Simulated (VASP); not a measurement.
Band structure of LaPt2 (space group Fd-3m). Calculation: PBEsol GGA, VASP's PBE PAW potentials (set 64) (plane waves; VASP).

Unless said otherwise, spin-orbit coupling is left out, though it shifts the bands of the heavy elements here.

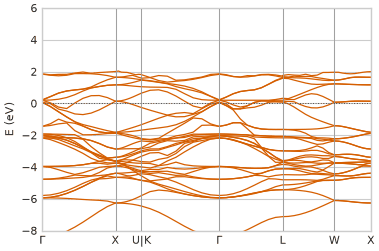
Fig. 1. Bands along high-symmetry lines, zero at the valence-band maximum or, without a gap, the Fermi level

Q: Read the plot: is there a gap, and where are the band edges?

A: It has no gap at this level: it comes out as a metal or semimetal.

The structure comes from a computed database's LaPt2 entry; how it stands against other phases isn't given here. The cell was not relaxed at this level.
